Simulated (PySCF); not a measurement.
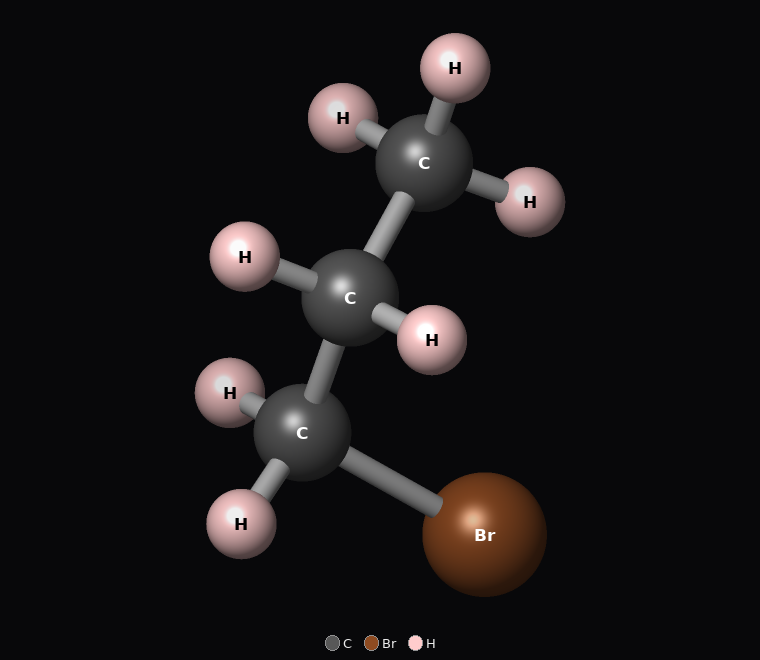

The geometry was computed by an optimisation with GFN2-xTB. No frequency run is at hand to confirm it as a minimum. Properties computed with B3LYP/def2-SVPD, gas phase (PySCF 2.14.0). Excitations: vertical, linear response.

Predict the main results.

The species is C₃H₇Br (`CCCBr`).
- dipole moment: 2.13 D
- HOMO energy (Kohn–Sham orbital): −7.58 eV
- LUMO energy (Kohn–Sham orbital): −0.38 eV
- HOMO–LUMO gap: 7.20 eV
- mean static polarisability: 60.7 bohr³
- lowest vertical singlet excitation: 5.99 eV
- its oscillator strength: 0.002
- brightest of the 8 lowest singlets: 7.20 eV
- its oscillator strength: 0.06

The geometry is semi-empirical. Around Br such bond lengths and angles can be off by a tenth of an ångström or more and by several degrees, and values that hang on the shape move with them.
